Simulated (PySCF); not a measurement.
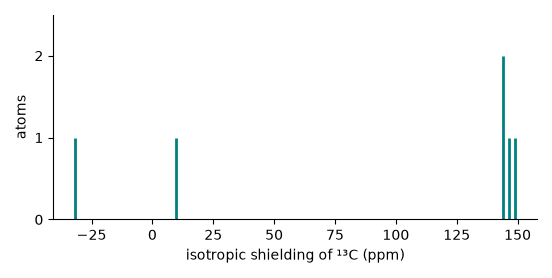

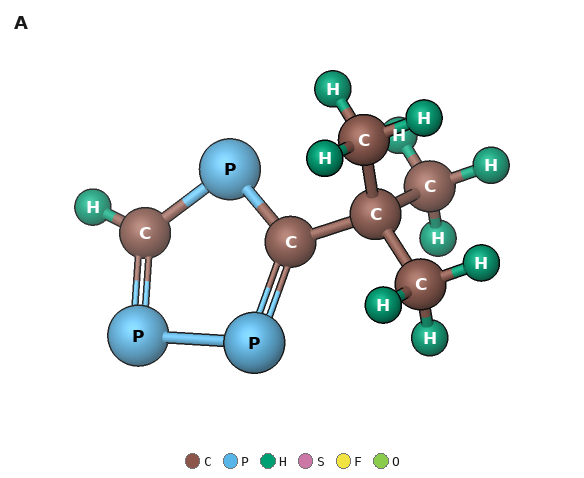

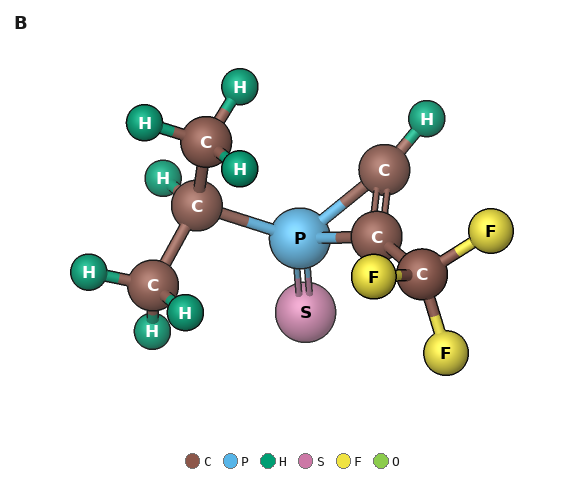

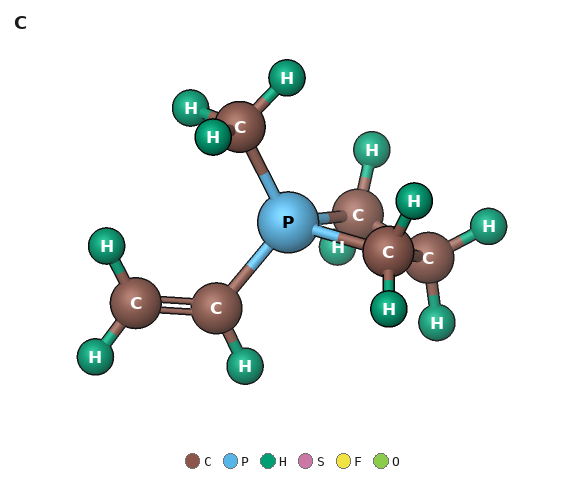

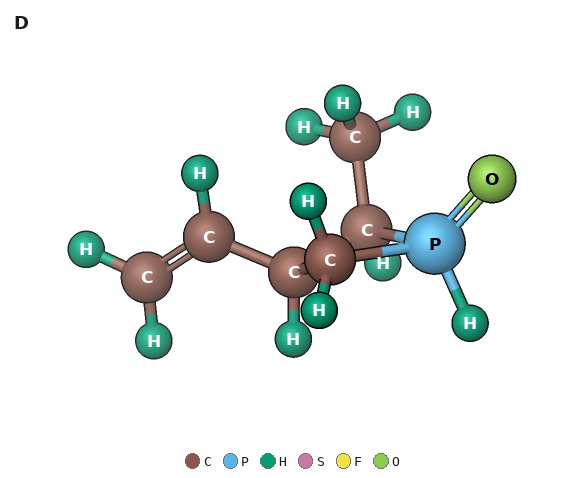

The sticks are computed shieldings of one of the molecules, for one fixed geometry (GFN2-xTB) without averaging over rotations. Low shielding means a high chemical shift. Method: GIAO PBE0/pcSseg-1 NMR shielding, non-relativistic, gas phase (PySCF 2.14.0).

> Which molecule gives this pattern?

A, `CC(C)(C)c1ppc[p-]1`. Its 6 C atoms give lines at −31.7, 9.8, 143.8 (2 atoms), 146.4, 149.0 ppm.

The geometry is semi-empirical. Around P such bond lengths and angles can be off by a tenth of an ångström or more and by several degrees, and values that hang on the shape move with them.
